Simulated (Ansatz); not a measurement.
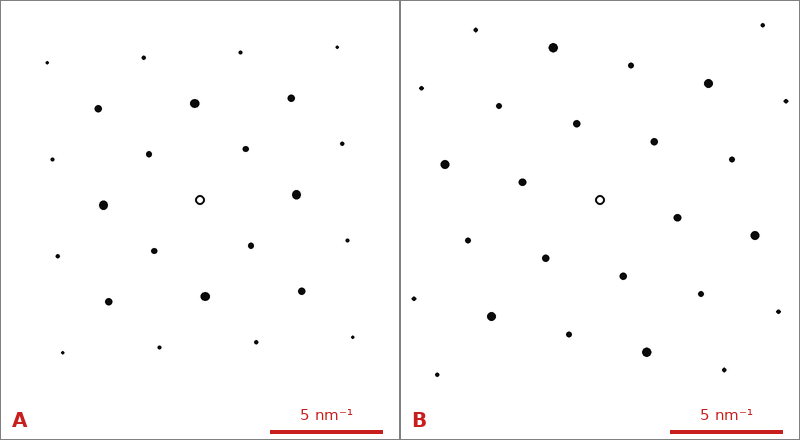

Kinematic electron diffraction patterns (120 kV, B = 0.5 Å², same scale, each along a low-index zone) of two structures of composition Zr2Mo, each relaxed at zero pressure with Ansatz, DFT PBE, scalar-relativistic, plane waves, PAW.

The structures (standard cells):
1. Fd-3m (No. 227), a = 7.897 Å, 24 atoms; generated start, possibly hypothetical
2. Fm-3m (No. 225), a = 6.495 Å, 12 atoms; generated start, possibly hypothetical

Which pattern belongs to which structure, and along which zone?

A is structure 2 along [001] or an equivalent direction: square net of 2 0 0 at d = 3.25 Å and 0 2 0 at d = 3.25 Å, 90.0° apart. B is structure 1 along [111] or an equivalent direction: hexagonal net of -2 2 0 at d = 2.79 Å and -2 0 2 at d = 2.79 Å, 60.0° apart.

Rank the structures by their computed energy.

Structure 2 (Fm-3m, 22.83 Å³ an atom) is the lowest of these; structure 1 (Fd-3m, 20.52 Å³ an atom) lies about 310 meV an atom higher. These are static energies at 0 K; other structures, not shown, may lie lower still.
